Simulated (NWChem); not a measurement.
# CH4ClGeO (SMILES [CH3][Ge]([OH])[Cl]): levels of theory compared

Wanted: a comparison of 4 runs (UHF/STO-3G, UHF/3-21G, UB3LYP/6-31G*) of CH4ClGeO. 

Program for the calculation: NWChem 7.3.0.

**1. Starting point**

CH4ClGeO has 8 atoms, charge 0, and is taken as a doublet. SMILES: `[CH3][Ge]([OH])[Cl]`. Geometry: relaxed at PBE0-D4/def2-TZVP. This is one conformer, not always the lowest.

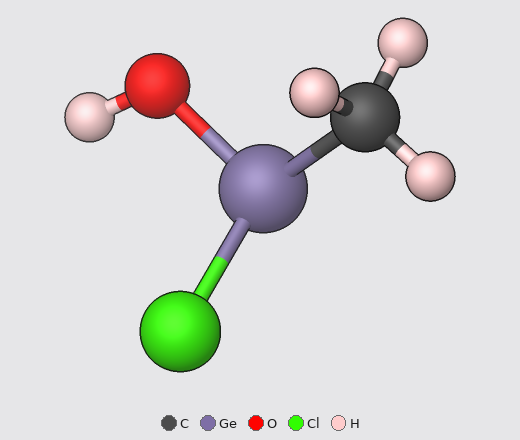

Viewed from a chosen angle; carbon dark grey, germanium purple, oxygen red, chlorine green, hydrogen pink.

**2. Energy and gradient at UHF/STO-3G (run 1)**

sp.nw reads:

```
start sp
title "CH4ClGeO hf"
memory total 2200 mb
charge 0

geometry units au noautosym nocenter noautoz
 C      0.13228083     2.33400074    -0.08673843
 Ge    -1.25005383    -1.04596341     0.51532831
 O      1.35039829    -2.84328193     1.66295899
 Cl    -2.35667745    -2.70627678    -3.09801701
 H      0.79274011     3.12258345     1.69716303
 H      1.71379262     2.12140655    -1.39386199
 H     -1.31298171     3.54550416    -0.90876929
 H      1.10473389    -4.63587613     1.50630069
end

basis spherical bse
 * library STO-3G
end

scf
 doublet
 uhf
 thresh 1e-08
 maxiter 80
 print low
end

task scf gradient
```

Started as:

```
$ nwchem sp.nw > sp.out
```

Output:

```text
[...]
  functions       =    41
[...]
  wavefunction    = UHF
[...]
         Total SCF energy =  -2619.962035817131
      One electron energy =  -4392.613032369391
      Two electron energy =   1409.365242729089
 Nuclear repulsion energy =    363.285753823170
                       Sz =      0.5000
                 Sz(Sz+1) =      0.7500
                      S^2 =      0.7555
[...]
                         UHF ENERGY GRADIENTS
    atom               coordinates                        gradient
                 x          y          z           x          y          z
   1 C       0.132281   2.334001  -0.086738    0.008765   0.025799  -0.000782
   2 Ge     -1.250054  -1.045963   0.515328   -0.029137   0.008669  -0.008739
   3 O       1.350398  -2.843282   1.662959    0.015454  -0.051511   0.009090
   4 Cl     -2.356677  -2.706277  -3.098017   -0.003543  -0.003183  -0.004796
   5 H       0.792740   3.122583   1.697163    0.000981  -0.000862   0.008341
   6 H       1.713793   2.121407  -1.393862    0.004823  -0.008331  -0.005058
   7 H      -1.312982   3.545504  -0.908769   -0.008447  -0.000164  -0.002379
   8 H       1.104734  -4.635876   1.506301    0.011104   0.029582   0.004324
 Task  times  cpu:        9.3s     wall:        9.3s
 Total times  cpu:        9.3s     wall:        9.3s
```

It took 10 s on 1 thread of AMD EPYC 7R43 (Zen 3), shared host; peak memory 0.092 GiB.

**3. Energy and gradient at UHF/3-21G (run 2)**

mol.nw reads:

```
start mol
title "CH4ClGeO hf"
memory 2200 mb

geometry units angstrom noautosym nocenter noautoz
 C        0.070000       1.235100      -0.045900
 Ge      -0.661500      -0.553500       0.272700
 O        0.714600      -1.504600       0.880000
 Cl      -1.247100      -1.432100      -1.639400
 H        0.419500       1.652400       0.898100
 H        0.906900       1.122600      -0.737600
 H       -0.694800       1.876200      -0.480900
 H        0.584600      -2.453200       0.797100
end

basis spherical bse
 * library 3-21G
end

scf
 doublet
 uhf
 thresh 1e-08
 maxiter 80
 print low
end

task scf gradient
```

Started as:

```
$ nwchem mol.nw > mol.out
```

Output:

```text
[...]
  functions       =    61
[...]
  wavefunction    = UHF
[...]
         Total SCF energy =  -2637.137619598612
      One electron energy =  -4396.774818433901
      Two electron energy =   1396.351418850698
 Nuclear repulsion energy =    363.285779984590
                       Sz =      0.5000
                 Sz(Sz+1) =      0.7500
                      S^2 =      0.7556
[...]
                         UHF ENERGY GRADIENTS
    atom               coordinates                        gradient
                 x          y          z           x          y          z
   1 C       0.132281   2.334001  -0.086738    0.005709   0.002536   0.000949
   2 Ge     -1.250054  -1.045963   0.515328   -0.031787  -0.006955  -0.031297
   3 O       1.350398  -2.843282   1.662959    0.028471  -0.012024   0.011072
   4 Cl     -2.356677  -2.706277  -3.098017    0.008366   0.009886   0.023944
   5 H       0.792740   3.122583   1.697163    0.000724   0.000343   0.005947
   6 H       1.713792   2.121406  -1.393862    0.003573  -0.004058  -0.003802
   7 H      -1.312982   3.545504  -0.908769   -0.006043   0.000406  -0.001767
   8 H       1.104734  -4.635876   1.506301   -0.009013   0.009867  -0.005046
 Task  times  cpu:       10.6s     wall:       10.6s
 Total times  cpu:       10.6s     wall:       10.6s
```

Run time: 11 s. Hardware: 1 thread of AMD EPYC 7R43 (Zen 3), shared host; peak memory 0.094 GiB.

Run 3 isn't shown in full; the table further down has it.

**4. Energy and gradient at UB3LYP/6-31G(d) (spherical functions) (run 4)**

a.nw reads:

```
start a
memory 2200 mb
charge 0

geometry noautosym nocenter noautoz
 C      0.070000     1.235100    -0.045900
 Ge    -0.661500    -0.553500     0.272700
 O      0.714600    -1.504600     0.880000
 Cl    -1.247100    -1.432100    -1.639400
 H      0.419500     1.652400     0.898100
 H      0.906900     1.122600    -0.737600
 H     -0.694800     1.876200    -0.480900
 H      0.584600    -2.453200     0.797100
end

basis spherical bse
 * library 6-31G*
end

dft
 xc b3lyp
 mult 2
 grid xfine
 convergence energy 1e-08
 iterations 100
 mulliken
end

task dft gradient
```

Started as:

```
$ nwchem a.nw > a.out
```

Output:

```text
[...]
          Wavefunction type:  spin polarized.
          No. of atoms     :     8
          No. of electrons :    67
[...]
          Charge           :     0
          Spin multiplicity:     2
[...]
          AO basis - number of functions:    86
[...]
              XC Information
              --------------
                         B3LYP Method XC Potential
                     Hartree-Fock (Exact) Exchange  0.200
                        Slater Exchange Functional  0.800 local
                    Becke 1988 Exchange Functional  0.720 non-local
              Lee-Yang-Parr Correlation Functional  0.810
                  VWN I RPA Correlation Functional  0.190 local
[...]
 d= 0,ls=0.0,diis     1  -2652.6397001671 -3.02D+03  9.51D-03  1.75D-01     6.8
[...]
 d= 0,ls=0.0,diis    11  -2652.7279945517 -6.89D-09  4.84D-07  2.76D-09    64.1
[...]
         Total DFT energy =    -2652.727994551741
      One electron energy =    -4411.074904951467
           Coulomb energy =     1517.981013675554
    Exchange-Corr. energy =     -122.919883260417
 Nuclear repulsion energy =      363.285779984590
[...]
      Total Density - Mulliken Population Analysis
     ---------------------------------------------
    Atom       Charge   Shell Charges
 -----------   ------   -------------------------------------------------------
    1 C    6     6.54   2.00  0.68  2.11  0.64  1.09  0.02
    2 Ge  32    31.58   2.00  2.00  6.00  2.00  5.99  1.36  1.67  0.13  0.20  6.86  2.94  0.43
    3 O    8     8.65   2.00  0.91  2.90  0.95  1.87  0.02
    4 Cl  17    17.23   2.00  2.00  5.97  1.41  3.61  0.53  1.70  0.01
    5 H    1     0.81   0.52  0.29
    6 H    1     0.80   0.52  0.29
    7 H    1     0.81   0.52  0.29
    8 H    1     0.57   0.47  0.10
[...]
      <S2> =      0.7522 (Exact =     0.7500)
[...]
  wavefunction    = open shell
[...]
```

Wall time 89 s (1 thread of AMD EPYC 7R43 (Zen 3), shared host); peak memory 0.14 GiB.

**5. All runs side by side**

```
run                                level  Cartesian functions  iteration cap   energy (Eh)   ⟨S²⟩  largest force (eV/Å)  wall time
  1                           UHF/STO-3G                   no             80  -2619.962036  0.755                 2.805       10 s
  2                            UHF/3-21G                   no             80  -2637.137620  0.756                 2.322       11 s
  3  UB3LYP/6-31G* (Cartesian functions)                  yes            100  -2652.738876  0.752                 0.664       67 s
  4  UB3LYP/6-31G* (spherical functions)                   no            100  -2652.727995  0.752                 0.693       89 s
```

**6. Outcome**

```
                                 quantity           value
                      run 4: total energy  -2652.72799 Eh
                     run 4: dipole moment          1.55 D
run 4: HOMO energy (highest over α and β)        -5.93 eV
 run 4: LUMO energy (lowest over α and β)        -3.36 eV
                              run 4: ⟨S²⟩           0.752
          run 4: largest force on an atom      0.693 eV/Å
```

What this shows: In run 1 the basis is minimal, so the values are rough. All runs together took 3 min, the longest 89 s.
